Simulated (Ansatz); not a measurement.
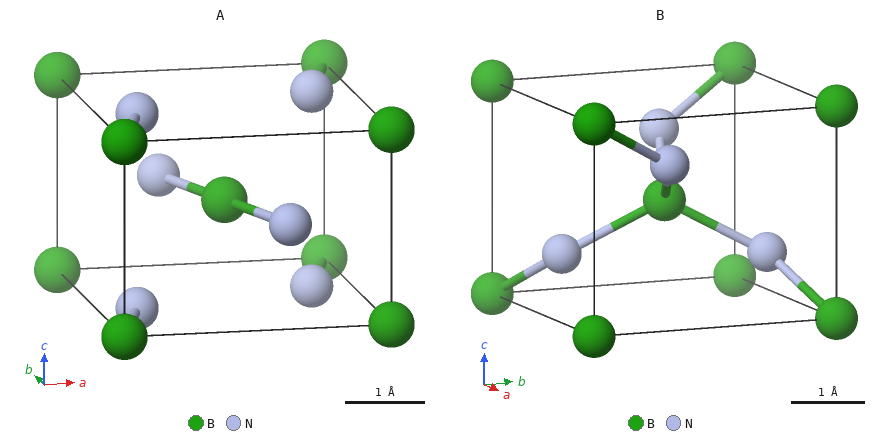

Two structures of BN2, each relaxed to rest (conventional cells in solid outline, small ones repeated, not to one scale). Method: Ansatz 0.2.0, DFT PBE, scalar-relativistic, plane waves, PAW, without spin polarisation.

> What structure does each panel show?

A: 6 atoms a cell on a primitive orthorhombic lattice, Pnnm. B: 6 atoms a cell on a primitive tetragonal lattice, P-4n2.

> Which is the more stable form at this level of theory?

B is lower, by 248 meV/atom at this level of theory (energies at zero smearing). Volumes: A 5.9, B 6.4 Å³/atom.

One or both may be structure types tried for this composition rather than known phases.
